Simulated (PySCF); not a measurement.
## Electronic structure of C4H7N3O2Si in real space

```xyz
17

C    -3.8807    0.0428    0.3926
C    -2.9655   -0.8683    0.0840
C    -1.5680   -0.5389   -0.0416
N    -0.9988    0.6232    0.1139
C     0.3174    0.3552   -0.1111
O     1.2247    1.2735   -0.0380
Si    2.8503    1.1151   -0.3139
N     3.3874   -0.3027    0.4856
N     0.5433   -0.9082   -0.3932
O    -0.6857   -1.4999   -0.3498
H    -4.9223   -0.2110    0.4858
H    -3.5948    1.0674    0.5564
H    -3.2062   -1.9071   -0.0884
H     3.3270    2.2941    0.3904
H     3.0236    1.1642   -1.7689
H     4.3552   -0.5745    0.4458
H     2.7862   -1.1130    0.4394
```

Geometry: GFN2-xTB.

Theory: PBE0/pcSseg-1, SCF density, gas phase, non-relativistic in PySCF 2.14.0.

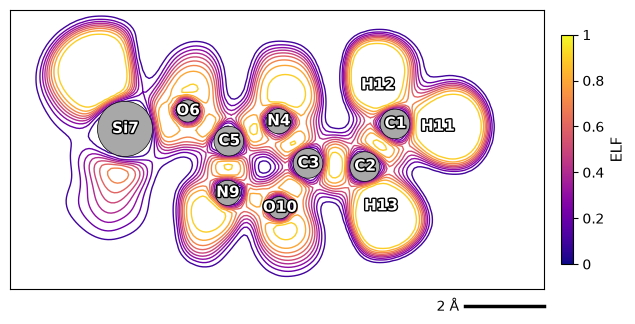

Figure 1. Electron localisation function on the plane of atoms C3, C2 and H13. Grey discs cover the atomic cores.

**What does the map show?**

The plane passes through C, N, O, Si and H nuclei. C–O (1.29 Å): the ELF peaks at about 0.90 between the atoms (a short, strongly polar bond). C–N (1.30 Å): the ELF peaks at about 0.90 between the atoms: a covalent bond. C–C (1.33 Å): the ELF peaks at about 0.95 between the atoms; a multiple bond. N–O (1.36 Å): the ELF peaks at about 0.85 between the atoms; localised, covalent bonding. Si–O (1.66 Å): the ELF peaks at about 0.90 between the atoms; a polar covalent bond. The ELF also peaks beside O10, N9, N4 and O6, away from the bonds: lone-pair regions.

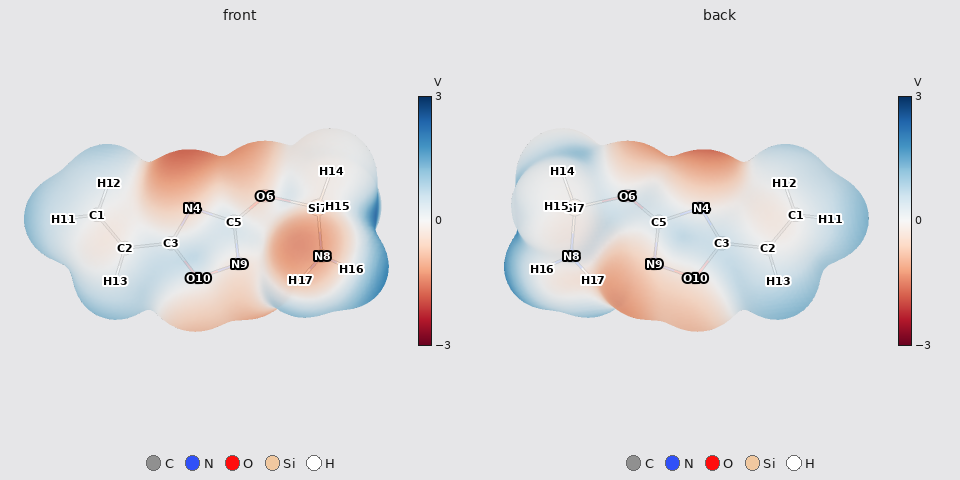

Figure 2. The electrostatic potential painted on the density surface at 0.002 e/bohr³, seen from the front and from behind; red is negative and blue positive.

**Which sites attract a positive test charge, and which a negative one?**

A positive charge is drawn to the negative regions and a negative charge to the positive ones. The most negative region (about −1.6 V) lies over N4, the most positive (about +2.0 V) over Si7. N4 is the likeliest acceptor of a hydrogen bond.
